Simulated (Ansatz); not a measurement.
# BPH6 (SMILES [BH3-][PH3+]): B3LYP/6-31G(d) (spherical functions)

Aim: the electronic atomisation energy of BPH6 at B3LYP/6-31G* (spherical functions), from 4 runs. 

Program for the calculation: Ansatz 0.2.0.

48 further runs of the same task are left out: 48 set aside as unsound or not needed.

### Step 1. The molecule

BPH6: 8 atoms, total charge 0, spin state singlet. SMILES: `[BH3-][PH3+]`. The coordinates come from a PBE0-D4/def2-TZVP relaxation.

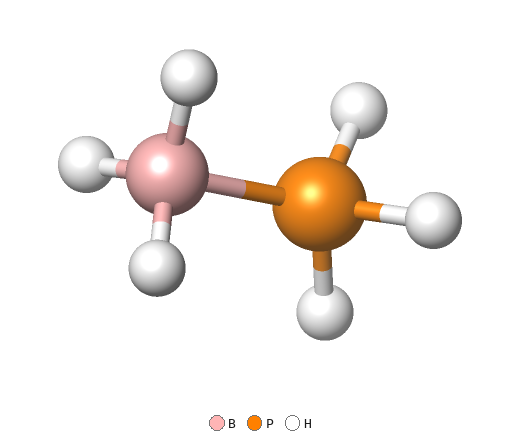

The structure, seen from a chosen angle (boron pink, phosphorus orange, hydrogen white).

### Step 2. The energy at B3LYP/6-31G(d) (spherical functions)

The input, run.yaml:

```yaml
crystal:
  periodic: [false, false, false]
  atoms:
    - {symbol: B, position_ang: [-0.556100, 0.227200, -0.914000]}
    - {symbol: P, position_ang: [0.433900, -0.181600, 0.667700]}
    - {symbol: H, position_ang: [-1.693400, 0.343100, -0.520100]}
    - {symbol: H, position_ang: [-0.367800, -0.730200, -1.628000]}
    - {symbol: H, position_ang: [-0.055500, 1.254200, -1.309900]}
    - {symbol: H, position_ang: [0.418800, 0.755700, 1.718800]}
    - {symbol: H, position_ang: [1.823100, -0.380300, 0.547100]}
    - {symbol: H, position_ang: [0.089200, -1.345200, 1.382600]}
basis:
  gaussian: {orbitals: 6-31G_st_-spherical.json}
hamiltonian: {xc: {name: B3LYP}}
accuracy: high
output: {orbitals: {seedname: orbitals}}
```

The basis set 6-31G* is read from a file made from the Basis Set Exchange's data (not shown).

Command:

```bash
$ ansatz run run.yaml --threads 1 --pin off --max-ram 3480MiB --events-out events.jsonl --progress --plain --runs-dir runs
```

The log of the run:

```text
Warning: RAYON_NUM_THREADS=1 ignored (pool sized by the plan → 1); use --threads N
Functional definition: B3LYP
  name "B3LYP"
  parameter a0 = 0.2
  parameter ax = 0.72
  parameter ac = 0.81
  exchange = (1 - a0 - ax)*slater_x + ax*b88_x + a0*exact_x
  correlation = (1 - ac)*vwn_rpa_c + ac*lyp_c
1031 factors; integrals over basis functions are off by at most 4.1e-9 eV
mean field evaluation 1: about -10059.7655 eV, gradient 2.7e1 eV
mean field evaluation 2: about -10059.6410 eV, gradient 2.7e1 eV
mean field evaluation 4: about -10062.3165 eV, gradient 3.8e-1 eV
mean field evaluation 8: about -10062.3080 eV, gradient 1.5e-3 eV
mean field evaluation 16: about -10062.3080 eV, gradient 3.5e-8 eV
mean field -10062.30801436 eV, -369.7829990506 hartree, gradient 3.5e-8 eV, S^2 0.000000; 0 other end points of the search recorded, 0 dependent functions left out
reference -10062.30805064 eV, -369.7830003837 hartree; 13, 13 occupied and 31, 31 virtual orbitals, 1031 factors
Total energy: -10062.30805064 eV, -369.7830003837 hartree
```

It took 3.6 s on 1 thread of Intel Xeon Platinum 8259CL at 2.50GHz (Skylake/Cascade Lake), shared host; peak memory 0.14 GiB.

### Step 3. The B atom

The input, job.yaml:

```yaml
crystal:
  periodic: [false, false, false]
  atoms:
    - {symbol: B, position_ang: [0.000000, 0.000000, 0.000000]}
basis:
  gaussian: {orbitals: 6-31G_st_-spherical.json}
accuracy: high
magnetization: {spin_polarized: true, initial_magnetization: 1}
hamiltonian: {xc: {name: B3LYP}}
```

The basis set 6-31G* is read from a file made from the Basis Set Exchange's data (not shown).

Run the same way, it converges to -24.65384 Eh (log not shown).

### Step 4. The H atom

The input, input.yaml:

```yaml
crystal:
  periodic: [false, false, false]
  atoms:
    - symbol: H
      position_ang: [0.000000, 0.000000, 0.000000]
basis:
  gaussian:
    orbitals: "6-31G*"
magnetization:
  spin_polarized: true
  initial_magnetization: 1
accuracy: high
hamiltonian:
  xc: {name: B3LYP}
```

Run the same way, it converges to -0.50027 Eh (log not shown).

### Step 5. The P atom at the same level

The input, molecule.yaml:

```yaml
basis:
  gaussian:
    orbitals: 6-31G_st_-spherical.json
crystal:
  periodic: [false, false, false]
  atoms:
    - {symbol: P, position_ang: [0.000000, 0.000000, 0.000000]}
magnetization:
  spin_polarized: true
  initial_magnetization: 3
hamiltonian:
  xc: {name: B3LYP}
accuracy: high
```

The basis set 6-31G* is read from a file made from the Basis Set Exchange's data (not shown).

Command:

```bash
$ ansatz run molecule.yaml --threads 1 --pin off --max-ram 3480MiB --events-out events.jsonl --progress --plain --runs-dir runs
```

The log of the run:

```text
Warning: RAYON_NUM_THREADS=1 ignored (pool sized by the plan → 1); use --threads N
Functional definition: B3LYP
  name "B3LYP"
  parameter a0 = 0.2
  parameter ax = 0.72
  parameter ac = 0.81
  exchange = (1 - a0 - ax)*slater_x + ax*b88_x + a0*exact_x
  correlation = (1 - ac)*vwn_rpa_c + ac*lyp_c
140 factors; integrals over basis functions are off by at most 2.6e-9 eV
mean field evaluation 1: about -9285.9690 eV, gradient 2.5e0 eV
mean field evaluation 2: about -9286.0204 eV, gradient 1.1e0 eV
mean field evaluation 4: about -9286.0309 eV, gradient 3.7e-2 eV
mean field evaluation 8: about -9286.0310 eV, gradient 1.8e-6 eV
mean field -9286.03096577 eV, -341.2553436941 hartree, gradient 2.0e-8 eV, S^2 3.750308; 0 other end points of the search recorded, 0 dependent functions left out
reference -9286.03098853 eV, -341.2553445305 hartree; 9, 6 occupied and 9, 12 virtual orbitals, 140 factors
Total energy: -9286.03098853 eV, -341.2553445305 hartree
```

Wall time 0.71 s (1 thread of Intel Xeon Platinum 8259CL at 2.50GHz (Skylake/Cascade Lake), shared host); peak memory 0.094 GiB.

### Step 6. What came out

Level: B3LYP/6-31G* (spherical functions).

```
                     quantity          value
       molecule: total energy  -369.78300 Eh
        molecule: HOMO energy       -8.18 eV
        molecule: LUMO energy        0.68 eV
      molecule: HOMO–LUMO gap        8.86 eV
         B atom: total energy   -24.65384 Eh
                 B atom: ⟨S²⟩          0.752
         H atom: total energy    -0.50027 Eh
                 H atom: ⟨S²⟩          0.750
         P atom: total energy  -341.25534 Eh
                 P atom: ⟨S²⟩          3.750
electronic atomisation energy      23.733 eV
```

Taking the molecule apart into free atoms costs 23.73 eV (2290 kJ/mol), before zero-point energy and without spin-orbit coupling.
